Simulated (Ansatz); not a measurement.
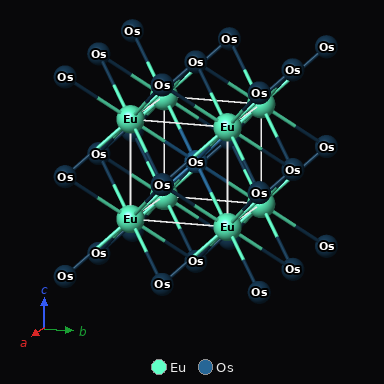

Figure: ball-and-stick view slightly off an axis. The outline marks the conventional unit cell. Outside the box, the atoms bonded to those within are drawn, in fainter colours.

EuOs, caesium chloride (CsCl, B2) type, space group Pm-3m (No. 221), a = 3.456 Å, b = 3.456 Å, c = 3.456 Å, α = 90.00°, β = 90.00°, γ = 90.00°. Starting structure: a structure type filled with these elements by a generator (whether the compound takes this form wasn't checked). Earlier steps of the study, as a rule a relaxation of our own, may have changed the cell and positions, so they can lie some per cent off the listed ones. Ansatz was used for an electronic-structure calculation on it.

This one geometry was computed with Ansatz (DFT, plane waves, PAW) at five levels of theory: LDA, PBE with spin-orbit coupling, PBE, PBEsol and r2SCAN.

Which level gives the highest pressure at this volume, and what does that say about its equilibrium volume?

Answer. Highest: PBE with spin-orbit coupling (0.5 GPa), which points to the largest equilibrium volume. Lowest, with the smallest volume: LDA (-9.5 GPa) and PBE (-9.1 GPa). Levels within 0.5 GPa of each other can't be told apart.

How does the band gap change with the level of theory?

Answer. All levels give a metal.

Collect the results in a table.

Answer.
| level | cutoff (eV) | k-mesh of the run's cell | gap (eV) | pressure (GPa) |
| --- | --- | --- | --- | --- |
| LDA | 420 | 10×10×10 | metal | -9.5 |
| PBE with spin-orbit coupling | 420 | 10×10×10 | metal | 0.5 |
| PBE | 420 | 10×10×10 | metal | -9.1 |
| PBEsol | 420 | 10×10×10 | metal | -5.9 |
| r2SCAN | 500 | 10×10×10 | metal | -0.7 |

Gaps are taken on the k-mesh or band path of each run.
